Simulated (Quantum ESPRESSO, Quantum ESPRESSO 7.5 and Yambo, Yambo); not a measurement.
## Quasiparticle gap of MgO (Periclase) in Yambo

Wanted: ground state, empty states, screening and self-energy for MgO (Periclase).

Method: PBE and many-body steps on it, plane waves, in Quantum ESPRESSO 7.5 and Yambo 5.3.0.

The database entry behind the starting cell differs from later determinations by our own check (about 0.1 % long), so it need not match the best structure at ambient conditions.

### 1. Set-up

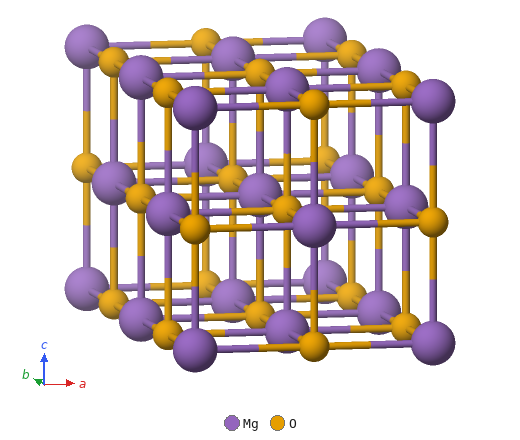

The cell as given, slightly off an axis (magnesium purple, oxygen orange). 1×2×1 cells are drawn. This picture shows the conventional cell, with its axes. Some periodic images of atoms are drawn too.

Coordinates:

```cif
data_structure
_symmetry_space_group_name_H-M 'Fm-3m'
_symmetry_Int_Tables_number 225
_cell_length_a 4.2170
_cell_length_b 4.2170
_cell_length_c 4.2170
_cell_angle_alpha 90.000
_cell_angle_beta 90.000
_cell_angle_gamma 90.000
_cell_volume 74.99
loop_
_atom_site_label
_atom_site_type_symbol
_atom_site_symmetry_multiplicity
_atom_site_Wyckoff_symbol
_atom_site_fract_x
_atom_site_fract_y
_atom_site_fract_z
_atom_site_occupancy
Mg1 Mg 4 a 0.00000 0.00000 0.00000 1
O1 O 4 b 0.50000 0.00000 0.00000 1
```

The cell and positions come from the Crystallography Open Database and are kept as given unless a step says otherwise.

### 2. Ground state

This step: Quantum ESPRESSO 7.5; DFT, PBE, plane waves, norm-conserving pseudopotentials.

The ground-state density comes first.

pw.in reads:

```
&control
  calculation = 'scf'
  prefix = 'x'
  outdir = 'o'
  pseudo_dir = 'pseudo'
/
&system
  ibrav = 0
  nat = 2
  ntyp = 2
  ecutwfc = 76.0
  nbnd = 13
  force_symmorphic = .true.
/
&electrons
  conv_thr = 1e-10
  electron_maxstep = 80
  mixing_beta = 0.5
/
ATOMIC_SPECIES
  Mg 24.305 Mg.upf
  O 15.999 O.upf
CELL_PARAMETERS angstrom
  -0.0000000000 2.1085000000 2.1085000000
  2.1085000000 0.0000000000 2.1085000000
  2.1085000000 2.1085000000 0.0000000000
ATOMIC_POSITIONS crystal
  Mg 0.0000000000 0.0000000000 0.0000000000
  O 0.5000000000 0.5000000000 0.5000000000
K_POINTS automatic
  8 8 8 0 0 0
```

Started as:

```sh
$ OMP_NUM_THREADS=1 mpirun -n 4 pw.x -nk 4 -in pw.in > pw.out
```

What it wrote:

```text
Program PWSCF v.7.5 starts

     This program is part of the open-source Quantum ESPRESSO suite
     for quantum simulation of materials; please cite
         "P. Giannozzi et al., J. Phys.:Condens. Matter 21 395502 (2009);
         "P. Giannozzi et al., J. Phys.:Condens. Matter 29 465901 (2017);
         "P. Giannozzi et al., J. Chem. Phys. 152 154105 (2020);
     in publications or presentations arising from this work. More details at
     Message from routine setup:
     using ibrav=0 with symmetry is DISCOURAGED, use correct ibrav instead

     G-vector sticks info

     bravais-lattice index     =            0
     lattice parameter (alat)  =       5.6349  a.u.
     unit-cell volume          =     126.5166 (a.u.)^3
     number of atoms/cell      =            2
     number of atomic types    =            2
     number of electrons       =        16.00
     number of Kohn-Sham states=           13
     kinetic-energy cutoff     =      76.0000  Ry
     charge density cutoff     =     304.0000  Ry
     scf convergence threshold =      1.0E-10
     mixing beta               =       0.5000
     number of iterations used =            8  plain     mixing
     Exchange-correlation= PBE
                           (   1   4   3   4   0   0   0)

     celldm(1)=   5.634916  celldm(2)=   0.000000  celldm(3)=   0.000000
     celldm(4)=   0.000000  celldm(5)=   0.000000  celldm(6)=   0.000000

     crystal axes: (cart. coord. in units of alat)
               a(1) = (  -0.000000   0.707107   0.707107 )
               a(2) = (   0.707107   0.000000   0.707107 )
               a(3) = (   0.707107   0.707107   0.000000 )

     reciprocal axes: (cart. coord. in units 2 pi/alat)
               b(1) = ( -0.707107  0.707107  0.707107 )
               b(2) = (  0.707107 -0.707107  0.707107 )
               b(3) = (  0.707107  0.707107 -0.707107 )
     Pseudo is Norm-conserving, Zval = 10.0
     Generated using ONCVPSP code by D. R. Hamann
     Using radial grid of 1510 points,  4 beta functions with:
     Pseudo is Norm-conserving + core correction, Zval =  6.0
     Generated using ONCVPSP code by D. R. Hamann
     Using radial grid of  936 points,  5 beta functions with:
     Mg               10.00    24.30500     Mg( 1.00)
     O                 6.00    15.99900     O ( 1.00)

     48 Sym. Ops., with inversion, found

   Cartesian axes

     site n.     atom                  positions (alat units)
         1        Mg     tau(   1) = (   0.0000000   0.0000000   0.0000000  )
         2        O      tau(   2) = (   0.7071068   0.7071068   0.7071068  )

     number of k points=    29
                       cart. coord. in units 2pi/alat
        k(    1) = (   0.0000000   0.0000000   0.0000000), wk =   0.0039062
        k(    2) = (   0.0883883   0.0883883  -0.0883883), wk =   0.0312500
        k(    3) = (   0.1767767   0.1767767  -0.1767767), wk =   0.0312500
        k(    4) = (   0.2651650   0.2651650  -0.2651650), wk =   0.0312500
        k(    5) = (  -0.3535534  -0.3535534   0.3535534), wk =   0.0156250
        k(    6) = (   0.1767767   0.0000000   0.0000000), wk =   0.0234375
        k(    7) = (   0.2651650   0.0883883  -0.0883883), wk =   0.0937500
        k(    8) = (   0.3535534   0.1767767  -0.1767767), wk =   0.0937500
        k(    9) = (  -0.2651650  -0.4419417   0.4419417), wk =   0.0937500
        k(   10) = (  -0.1767767  -0.3535534   0.3535534), wk =   0.0937500
     [... 17 further rows ...]
        k(   28) = (  -0.7071068   0.1767767  -0.0000000), wk =   0.0468750
        k(   29) = (  -0.7071068   0.3535534   0.0000000), wk =   0.0234375

     Dense  grid:    11311 G-vectors     FFT dimensions: (  32,  32,  32)

     Initial potential from superposition of free atoms

     starting charge      15.9992, renormalised to      16.0000
     Starting wfcs are    9 randomized atomic wfcs +    4 random wfcs

     per-process dynamical memory:    13.1 Mb

     Self-consistent Calculation

     iteration #  1     ecut=    76.00 Ry     beta= 0.50

     total energy              =    -151.98509152 Ry
     estimated scf accuracy    <       0.38640133 Ry

     iteration #  2     ecut=    76.00 Ry     beta= 0.50

     total energy              =    -152.09121920 Ry
     estimated scf accuracy    <       0.06153055 Ry

     iteration #  3     ecut=    76.00 Ry     beta= 0.50

     total energy              =    -152.10137216 Ry
     estimated scf accuracy    <       0.00323920 Ry

     iteration #  4     ecut=    76.00 Ry     beta= 0.50

     total energy              =    -152.10154714 Ry
     estimated scf accuracy    <       0.00008510 Ry

     iteration #  5     ecut=    76.00 Ry     beta= 0.50

     total energy              =    -152.10156155 Ry
     estimated scf accuracy    <       0.00000255 Ry

     iteration #  6     ecut=    76.00 Ry     beta= 0.50

     total energy              =    -152.10156189 Ry
     estimated scf accuracy    <       0.00000034 Ry

     iteration #  7     ecut=    76.00 Ry     beta= 0.50

     total energy              =    -152.10156189 Ry
     estimated scf accuracy    <       0.00000004 Ry

     iteration #  8     ecut=    76.00 Ry     beta= 0.50

     total energy              =    -152.10156190 Ry
     estimated scf accuracy    <          2.8E-09 Ry

     iteration #  9     ecut=    76.00 Ry     beta= 0.50

     End of self-consistent calculation

          k = 0.0000 0.0000 0.0000 (  1411 PWs)   bands (ev):

   -64.3635 -31.1132 -31.1132 -31.1132  -9.1598   8.0108   8.0108   8.0108
    12.7439  23.9496  23.9496  23.9496  27.7112

          k = 0.0884 0.0884-0.0884 (  1423 PWs)   bands (ev):

   -64.3622 -31.1257 -31.1147 -31.1147  -8.9928   7.0680   7.9110   7.9110
    13.6509  22.2184  24.2970  24.2970  28.6700

          k = 0.1768 0.1768-0.1768 (  1405 PWs)   bands (ev):

   -64.3592 -31.1550 -31.1176 -31.1176  -8.5599   5.3798   7.6806   7.6806
    15.0976  20.6247  24.7407  24.7407  28.2672

          k = 0.2652 0.2652-0.2652 (  1423 PWs)   bands (ev):

     [... further k-points ...]

     highest occupied, lowest unoccupied level (ev):     8.0108   12.7439

!    total energy              =    -152.10156190 Ry
     estimated scf accuracy    <          4.8E-11 Ry

     The total energy is the sum of the following terms:
     one-electron contribution =     -74.52621981 Ry
     hartree contribution      =      41.57252589 Ry
     xc contribution           =     -24.49213348 Ry
     ewald contribution        =     -94.65573450 Ry

     convergence has been achieved in   9 iterations

     XML data file, charge density, pseudopotentials, collected wavefunctions

=------------------------------------------------------------------------------=
   JOB DONE.
=------------------------------------------------------------------------------=
```

The job ended after 2.2 s (4 MPI ranks of Arm Neoverse V1, shared host; peak memory 0.19 GiB; 8.6 s of CPU time).

Numbers from this step:

- total energy: -2069.4472 eV
- gap: 4.733 eV
- k of the valence top: 0, 0, 0
- k of the conduction bottom: 0, 0, 0
- least direct gap: 4.733 eV

The gap is direct, at Γ.

### 3. Bands along the symmetry lines

The cheap functional maps the bands first; the places of the edges decide which points the dearer methods must see.

pw.in reads:

```
&control
  calculation = 'bands'
  prefix = 'x'
  outdir = 'o'
  pseudo_dir = 'pseudo'
/
&system
  ibrav = 0
  nat = 2
  ntyp = 2
  ecutwfc = 76.0
  nbnd = 14
  force_symmorphic = .true.
/
&electrons
  conv_thr = 1e-9
  electron_maxstep = 80
  diago_full_acc = .true.
  diago_thr_init = 5e-6
/
ATOMIC_SPECIES
  Mg 24.305 Mg.upf
  O 15.999 O.upf
CELL_PARAMETERS angstrom
  -0.0000000000 2.1085000000 2.1085000000
  2.1085000000 0.0000000000 2.1085000000
  2.1085000000 2.1085000000 0.0000000000
ATOMIC_POSITIONS crystal
  Mg 0.0000000000 0.0000000000 0.0000000000
  O 0.5000000000 0.5000000000 0.5000000000
K_POINTS crystal
  50
  0.00000000 0.00000000 0.00000000 1
  0.06250000 0.00000000 0.06250000 1
  0.12500000 0.00000000 0.12500000 1
  0.18750000 0.00000000 0.18750000 1
  0.25000000 0.00000000 0.25000000 1
  0.31250000 0.00000000 0.31250000 1
  0.37500000 0.00000000 0.37500000 1
  0.43750000 0.00000000 0.43750000 1
  0.50000000 0.00000000 0.50000000 1
  0.51562500 0.03125000 0.51562500 1
  0.53125000 0.06250000 0.53125000 1
  0.54687500 0.09375000 0.54687500 1
  0.56250000 0.12500000 0.56250000 1
  0.57812500 0.15625000 0.57812500 1
  0.59375000 0.18750000 0.59375000 1
  0.60937500 0.21875000 0.60937500 1
  0.62500000 0.25000000 0.62500000 1
  0.37500000 0.37500000 0.75000000 1
  0.32812500 0.32812500 0.65625000 1
  0.28125000 0.28125000 0.56250000 1
  0.23437500 0.23437500 0.46875000 1
  0.18750000 0.18750000 0.37500000 1
  0.14062500 0.14062500 0.28125000 1
  0.09375000 0.09375000 0.18750000 1
  0.04687500 0.04687500 0.09375000 1
  0.00000000 0.00000000 0.00000000 1
  0.06250000 0.06250000 0.06250000 1
  0.12500000 0.12500000 0.12500000 1
  0.18750000 0.18750000 0.18750000 1
  0.25000000 0.25000000 0.25000000 1
  0.31250000 0.31250000 0.31250000 1
  0.37500000 0.37500000 0.37500000 1
  0.43750000 0.43750000 0.43750000 1
  0.50000000 0.50000000 0.50000000 1
  0.50000000 0.46875000 0.53125000 1
  0.50000000 0.43750000 0.56250000 1
  0.50000000 0.40625000 0.59375000 1
  0.50000000 0.37500000 0.62500000 1
  0.50000000 0.34375000 0.65625000 1
  0.50000000 0.31250000 0.68750000 1
  0.50000000 0.28125000 0.71875000 1
  0.50000000 0.25000000 0.75000000 1
  0.50000000 0.21875000 0.71875000 1
  0.50000000 0.18750000 0.68750000 1
  0.50000000 0.15625000 0.65625000 1
  0.50000000 0.12500000 0.62500000 1
  0.50000000 0.09375000 0.59375000 1
  0.50000000 0.06250000 0.56250000 1
  0.50000000 0.03125000 0.53125000 1
  0.50000000 0.00000000 0.50000000 1
```

What it wrote:

```text
[banner, memory and clock lines left out]
Program PWSCF v.7.5 starts

     Atomic positions and unit cell read from directory:
     o/x.save/

     Message from routine setup:
     using ibrav=0 with symmetry is DISCOURAGED, use correct ibrav instead

     G-vector sticks info

     bravais-lattice index     =            0
     lattice parameter (alat)  =       5.6349  a.u.
     unit-cell volume          =     126.5166 (a.u.)^3
     number of atoms/cell      =            2
     number of atomic types    =            2
     number of electrons       =        16.00
     number of Kohn-Sham states=           14
     kinetic-energy cutoff     =      76.0000  Ry
     charge density cutoff     =     304.0000  Ry
     Exchange-correlation= PBE
                           (   1   4   3   4   0   0   0)

     celldm(1)=   5.634916  celldm(2)=   0.000000  celldm(3)=   0.000000
     celldm(4)=   0.000000  celldm(5)=   0.000000  celldm(6)=   0.000000

     crystal axes: (cart. coord. in units of alat)
               a(1) = (  -0.000000   0.707107   0.707107 )
               a(2) = (   0.707107   0.000000   0.707107 )
               a(3) = (   0.707107   0.707107   0.000000 )

     reciprocal axes: (cart. coord. in units 2 pi/alat)
               b(1) = ( -0.707107  0.707107  0.707107 )
               b(2) = (  0.707107 -0.707107  0.707107 )
               b(3) = (  0.707107  0.707107 -0.707107 )
     Pseudo is Norm-conserving, Zval = 10.0
     Generated using ONCVPSP code by D. R. Hamann
     Using radial grid of 1510 points,  4 beta functions with:
     Pseudo is Norm-conserving + core correction, Zval =  6.0
     Generated using ONCVPSP code by D. R. Hamann
     Using radial grid of  936 points,  5 beta functions with:
     Mg               10.00    24.30500     Mg( 1.00)
     O                 6.00    15.99900     O ( 1.00)

     48 Sym. Ops., with inversion, found

   Cartesian axes

     site n.     atom                  positions (alat units)
         1        Mg     tau(   1) = (   0.0000000   0.0000000   0.0000000  )
         2        O      tau(   2) = (   0.7071068   0.7071068   0.7071068  )

     number of k points=    50
                       cart. coord. in units 2pi/alat
        k(    1) = (   0.0000000   0.0000000   0.0000000), wk =   0.0400000
        k(    2) = (   0.0000000   0.0883883   0.0000000), wk =   0.0400000
        k(    3) = (   0.0000000   0.1767767   0.0000000), wk =   0.0400000
[...]
[... 38 further rows ...]
        k(   49) = (   0.0441942   0.7071068   0.0000000), wk =   0.0400000
        k(   50) = (   0.0000000   0.7071068   0.0000000), wk =   0.0400000

     Dense  grid:    11311 G-vectors     FFT dimensions: (  32,  32,  32)

     The potential is recalculated from file :
     o/x.save/charge-density

     Starting wfcs are    9 randomized atomic wfcs +    5 random wfcs

     Band Structure Calculation

     End of band structure calculation

          k = 0.0000 0.0000 0.0000 (  1411 PWs)   bands (ev):

   -64.3635 -31.1133 -31.1133 -31.1133  -9.1597   8.0109   8.0109   8.0109
    12.7439  23.9496  23.9496  23.9496  27.7112  29.7246

          k = 0.0000 0.0884 0.0000 (  1419 PWs)   bands (ev):

   -64.3631 -31.1164 -31.1144 -31.1144  -9.1029   7.7028   7.9502   7.9502
    13.0966  23.1332  24.0779  24.0779  28.6805  28.7905

          k = 0.0000 0.1768 0.0000 (  1419 PWs)   bands (ev):

   -64.3619 -31.1249 -31.1175 -31.1175  -8.9402   6.9904   7.7830   7.7830
    13.9454  21.7310  24.4333  24.4333  26.9194  30.2063

          k =-0.0000 0.2652 0.0000 (  1411 PWs)   bands (ev):

[...]
k = 0.0000 0.4419-0.0000 (  1411 PWs)   bands (ev):

[...]
k =-0.0000 0.5303 0.0000 (  1407 PWs)   bands (ev):

[...]
k = 0.0000 0.6187-0.0000 (  1399 PWs)   bands (ev):

[...]
k = 0.4640 0.4640-0.0000 (  1428 PWs)   bands (ev):

[...]
k = 0.3315 0.3315-0.0000 (  1416 PWs)   bands (ev):

[...]
k = 0.3094 0.7071-0.0000 (  1426 PWs)   bands (ev):

[...]
k = 0.2210 0.7071-0.0000 (  1410 PWs)   bands (ev):

[...]
k = 0.1768 0.7071-0.0000 (  1418 PWs)   bands (ev):

[...]
k = 0.0442 0.7071 0.0000 (  1410 PWs)   bands (ev):

   -64.3523 -31.1840 -31.1416 -31.1412  -7.6265   4.0059   6.6443   6.6658
    17.2933  18.0453  21.0454  26.8187  26.9892  33.5889

          k = 0.0000 0.7071 0.0000 (  1428 PWs)   bands (ev):

   -64.3523 -31.1846 -31.1413 -31.1413  -7.6288   3.9868   6.6826   6.6826
    17.2331  17.9851  21.0654  26.9476  26.9476  33.5058

     XML data file, pseudopotentials, collected wavefunctions
```

Elapsed: 1.4 s, on 4 MPI ranks; peak memory 0.05 GiB.

Numbers from this step:

```
gap                        : 4.733 eV
k of the valence top       : 0, 0, 0
k of the conduction bottom : 0, 0, 0
least direct gap           : 4.733 eV
```

The gap is 4.733 eV, as in the run before at this level.

Electronic bands along the path, in eV, zero at the top of the highest filled band; v1 is the highest filled band, c1 the lowest empty one:

| point | v4 | v3 | v2 | v1 | c1 | c2 | c3 | c4 |
| --- | --- | --- | --- | --- | --- | --- | --- | --- |
| Γ | -17.17 | 0.00 | 0.00 | 0.00 | 4.73 | 15.94 | 15.94 | 15.94 |
| X | -15.64 | -4.02 | -1.33 | -1.33 | 9.22 | 9.97 | 13.05 | 18.94 |
| U | -15.61 | -3.44 | -2.67 | -1.12 | 10.14 | 11.76 | 12.51 | 18.11 |
| jump to K | -15.61 | -3.44 | -2.67 | -1.12 | 10.14 | 11.76 | 12.51 | 18.11 |
| Γ | -17.17 | 0.00 | 0.00 | 0.00 | 4.73 | 15.94 | 15.94 | 15.94 |
| L | -15.86 | -4.57 | -0.63 | -0.63 | 7.91 | 12.57 | 16.32 | 16.32 |
| W | -15.58 | -2.91 | -2.91 | -1.75 | 11.66 | 11.66 | 12.15 | 15.52 |
| X | -15.64 | -4.02 | -1.33 | -1.33 | 9.22 | 9.97 | 13.05 | 18.94 |

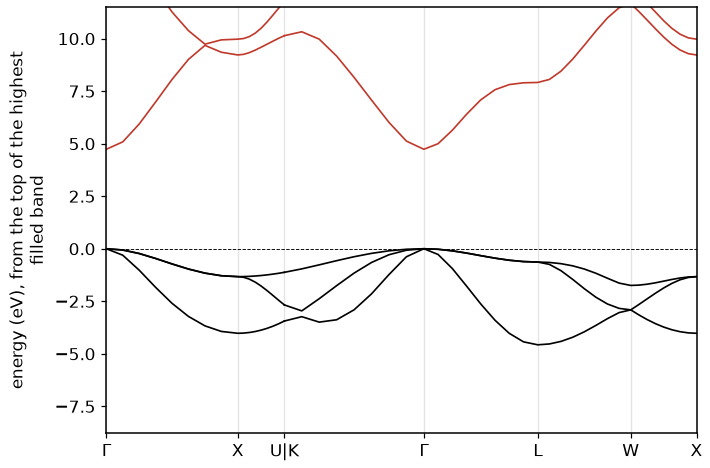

Electronic bands along the path; lines of filled and empty bands in two colours.

[end of part 1 of 2]

[Paths, hosts, dates, memory and timing lines, banners, echoed tables and standing remarks are left out of the program output.]

[Logs are printed without paths, hosts, clocks, repeated set-up lines and the standing remarks that a program may print on its own settings, such as how far it seeks lower states.]

[Runs of the session that timed out or met a known fault of the program may be left out.]

[Hosts, paths, dates, database ids (printed as entryN), source tags and the programs' standing remarks are cut or masked in the printed files.]
